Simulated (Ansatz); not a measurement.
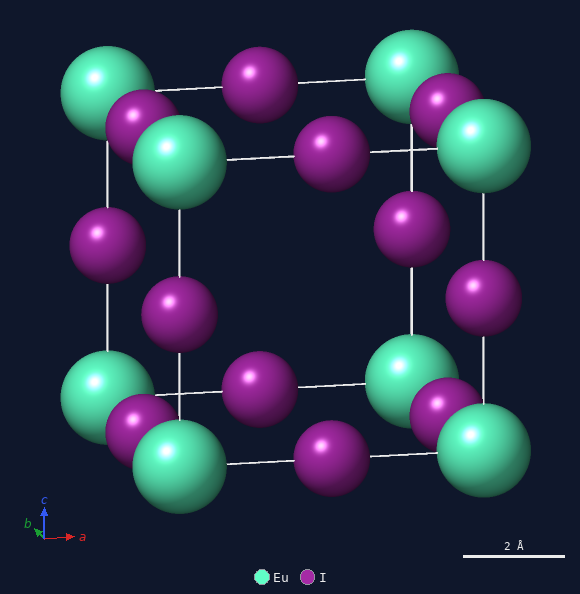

View slightly off an axis, drawn as a spheres-only model. One conventional unit cell is outlined, and atoms on its boundary appear in each equivalent place.

EuI₃, ReO₃ type, space group Pm-3m (No. 221), a = 6.247 Å, b = 6.247 Å, c = 6.247 Å, α = 90.00°, β = 90.00°, γ = 90.00°. The model was built from a structure type filled with these elements by a generator (whether the compound takes this form wasn't checked). Earlier steps of the study, as a rule a relaxation of our own, may have changed the cell and positions, so they can lie some per cent off the listed ones. A calculation with Ansatz used it as input.

This one geometry was computed with Ansatz (DFT, plane waves, PAW) at three levels of theory: PBE, LDA and PBEsol.

Q: Which level gives the highest pressure at this volume, and what does that say about its equilibrium volume?

A: Highest: PBE (0.0 GPa), which points to the largest equilibrium volume. Lowest, with the smallest volume: LDA (-1.7 GPa). Levels within 0.5 GPa of each other can't be told apart.

Q: How does the band gap change with the level of theory?

A: All levels give a metal.

Q: Collect the results in a table.

A:
| level | cutoff (eV) | k-mesh of the run's cell | gap (eV) | pressure (GPa) | absolute moment (μB/atom) |
| --- | --- | --- | --- | --- | --- |
| PBE | 420 | 6×6×6 | metal | 0.0 | 1.81 |
| LDA | 420 | 6×6×6 | metal | -1.7 | 1.80 |
| PBEsol | 420 | 6×6×6 | metal | -0.9 | 1.81 |

Gaps are taken on the k-mesh or band path of each run.
